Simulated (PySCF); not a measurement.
SMILES c1ccc2ccccc2c1 at its GFN2-xTB optimised geometry (Å):

```
18

C      1.7294     1.8249     0.0000
C      2.4383     0.6131     0.0000
C      1.7686    -0.5780     0.0000
C      0.3584    -0.6127     0.0000
C     -0.3629    -1.8249     0.0000
C     -1.7294    -1.8249     0.0000
C     -2.4383    -0.6131     0.0000
C     -1.7686     0.5780     0.0000
C     -0.3584     0.6127     0.0000
C      0.3629     1.8249     0.0000
H      2.2752     2.7573     0.0000
H      3.5185     0.6320     0.0000
H      2.3102    -1.5136     0.0000
H      0.1872    -2.7555     0.0000
H     -2.2752    -2.7573     0.0000
H     -3.5185    -0.6320     0.0000
H     -2.3102     1.5136     0.0000
H     -0.1872     2.7555     0.0000
```

Level of theory: B3LYP/def2-SVP in PySCF. Cells within 0.4 Å of a nucleus heavier than hydrogen are left out (blank, or x).

Map of the electrostatic potential (hartree/e), clipped to [-0.08, 0.12] on the plane z = 0.0 Å:

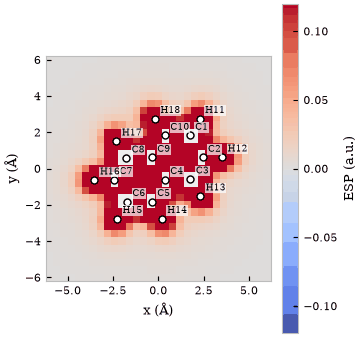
Electrostatic potential (hartree/e), clipped to [-0.08, 0.12] on the plane z = 0.0 Å.
